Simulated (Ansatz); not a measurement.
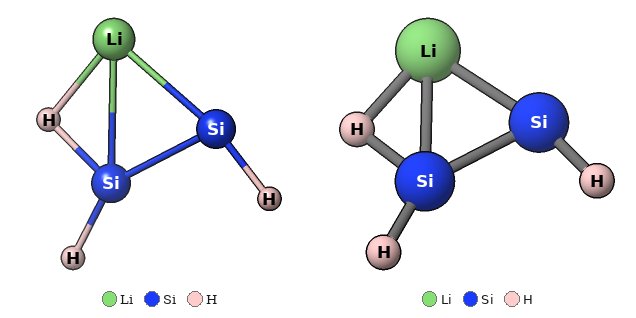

Two views of one molecule.

The computed structure is the end point of a PBE0-D4/def2-TZVP optimisation. No frequency run is at hand to confirm it as a minimum.

Identify the structure.

The molecule is H3LiSi2. The point group is Cs. All atoms lie on one plane.

More results for the same structure follow; atom numbers are the same in all pictures, views and colours differ.

Shape

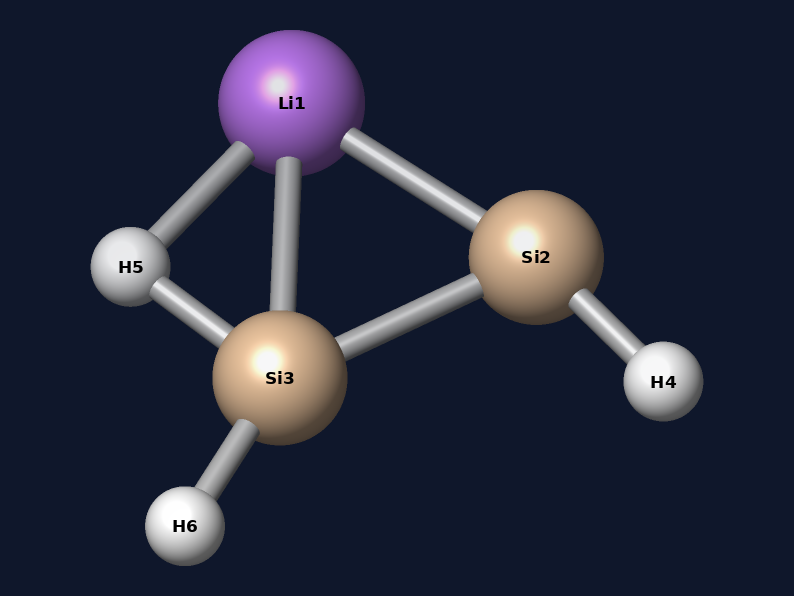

Atoms carry their numbers in the input. No frequency run is at hand to confirm it as a minimum.

Which atoms are bonded, and how long are the bonds?

| bond | length (Å) |
| --- | --- |
| Li1–Si2 | 2.350 |
| Li1–Si3 | 2.466 |
| Li1–H5 | 1.870 |
| Si2–Si3 | 2.179 |
| Si2–H4 | 1.499 |
| Si3–H5 | 1.533 |
| Si3–H6 | 1.488 |

Electronic properties

No frequency run is at hand to confirm it as a minimum. Method: RKS PBE0-D4/def2-TZVPP (Ansatz 0.2.0).

Give the HOMO energy (Kohn–Sham orbital) at this level.

Answer. −5.48 eV.

Give the HOMO–LUMO gap at this level.

Answer. 4.29 eV.

Dipole moment

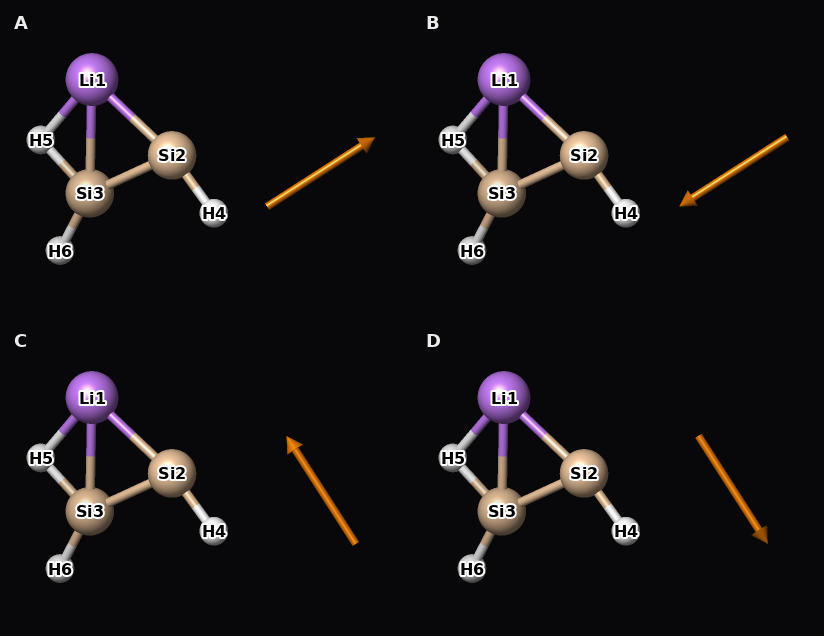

The same molecule four times, each with an arrow. No frequency run is at hand to confirm it as a minimum. Properties computed with RKS PBE0-D4/def2-TZVP (Ansatz 0.2.0).

Which arrow points along the dipole moment, from the negative to the positive end?

Answer. C. The dipole moment is 4.34 D; it points from the side of H4 to the side of Li1 (the outermost atoms at the two ends).

Charges

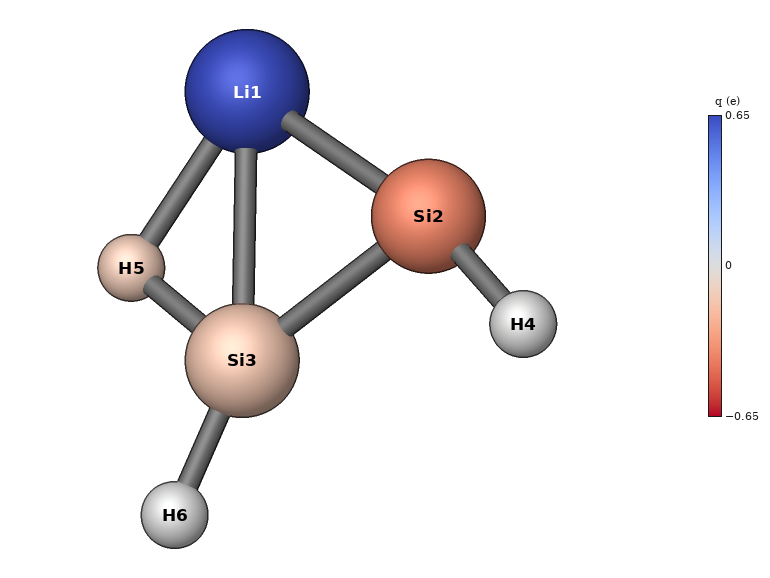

Atoms are coloured by their Mulliken charges. No frequency run is at hand to confirm it as a minimum. Properties computed with RKS PBE0-D4/def2-TZVP (Ansatz 0.2.0).

Which atom carries the highest charge (most positive or least negative)?

Answer. Li1 (0.65 e).

And the lowest?

Answer. Si2 (−0.38 e).

List the Mulliken charges.

| atom | value (e) |
| --- | --- |
| Li1 | 0.65 |
| Si2 | −0.38 |
| Si3 | −0.14 |
| H4 | 0.00 |
| H5 | −0.12 |
| H6 | 0.00 |

Mulliken values depend strongly on the basis set and can even reverse the polarity of a bond.
